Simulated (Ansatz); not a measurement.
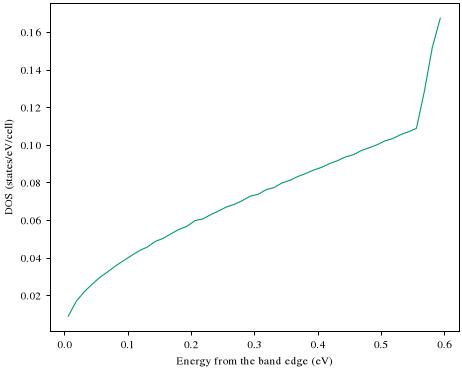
*Density of states of SiC (P6_3mc) above the conduction band minimum, r2SCAN with spin-orbit coupling, rigid bands in Ansatz (a program for electronic structure); cell volume 41.4 Å³.*

### Question
What effective density of states at 300 K does this give (∫ g(E) exp(−E/k_BT) dE, both spins, divided by the cell's size)?

### Answer
1.1e19 cm⁻³, a density-of-states mass of 0.58 mₑ, valleys and band degeneracy included.

Geometry: cell and atoms relaxed with PBEsol.
